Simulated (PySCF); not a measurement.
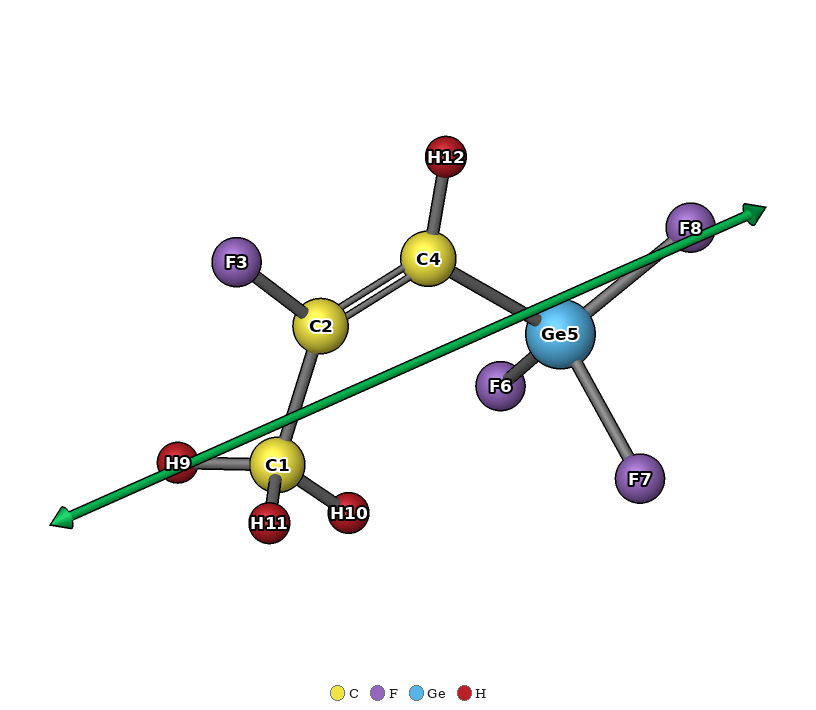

The double arrow shows the direction of the transition dipole to excited singlet state 1 (its length means nothing). Computed geometry: GFN2-xTB optimisation. No frequency run is at hand to confirm it as a minimum. Properties computed with TDDFT CAM-B3LYP/def2-SVPD, vertical, gas phase, core orbitals frozen in the response (PySCF 2.14.0).

How is the transition polarised?

Nearly parallel to the C2–C4 bond.

Give its energy, strength and character.

6.89 eV (180 nm), oscillator strength 0.40, mainly HOMO → LUMO (weight 0.97); transition dipole 3.91 D.

The geometry is semi-empirical. Around Ge such bond lengths and angles can be off by a tenth of an ångström or more and by several degrees, and values that hang on the shape move with them.
